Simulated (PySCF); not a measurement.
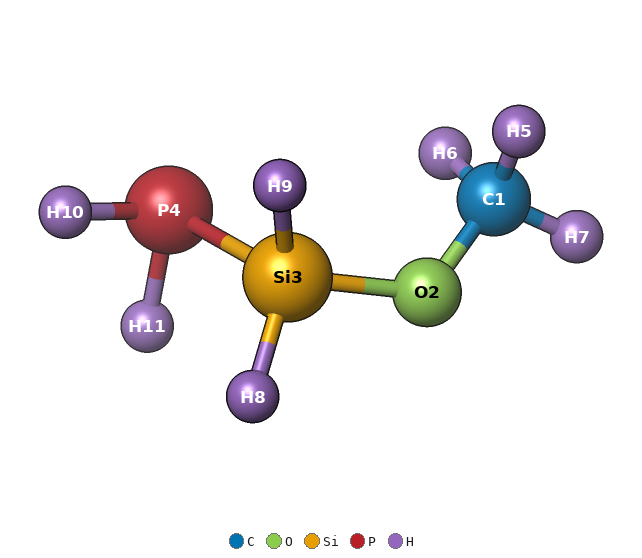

The computed structure is the end point of a PBE0-D3(BJ)/def2-SVP optimisation. No frequency run is at hand to confirm it as a minimum. Properties computed with delta-SCF UKS SCAN, pcX-2 on the ionised atom, pcseg-1 elsewhere, spin-free X2C (PySCF 2.14.0).

Give the core-electron binding energies (to vacuum; p and d levels without spin–orbit splitting) of C1 1s, O2 1s, Si3 1s, Si3 2p, P4 1s, P4 2p.

```tsv
atom	level	binding energy (eV)
C1	1s	292.5
O2	1s	538.1
Si3	1s	1847.2
Si3	2p	107.5
P4	1s	2149.9
P4	2p	136.6
```
